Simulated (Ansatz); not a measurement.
Formation energy of the bound charge states of Ge interstitial in beta Si3N4 (start: void with 6N6Si nearest; 84-site cell, 2×2×2 shifted sampling) against the Fermi level, N-rich (Δμ(Ge) = -0.009 eV, bounded by Ge3N4 (P31c); only phases computed here count, gases as isolated molecules at 0 K). Method: PBE, PAW (plane waves to 420 eV; Ansatz, a quantum-chemistry and plane-wave program).

Cell and caveats: 84-site cell; 2×2×2 shifted k-points; host gap 4.25 eV; charged states image-corrected; corrections pass 1 eV, so highly charged states may be off by several tenths; flagged in the runs: a doubtful potential alignment, a host whose relaxation on this sampling wasn't shown to rest.

Left out: charge +3 (carrier in host band states).

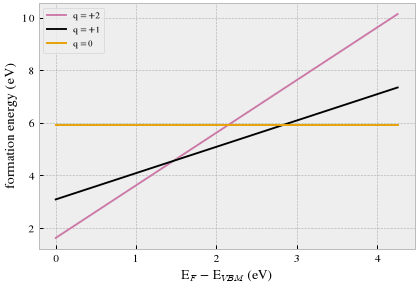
*Formation energy of each charge state against the Fermi level*

Crossings of the lowest lines: (+2/+1) at 1.46 eV; (+1/0) at 2.83 eV. At the valence-band maximum: q = +2: 1.63 eV; q = +1: 3.09 eV; q = 0: 5.92 eV.
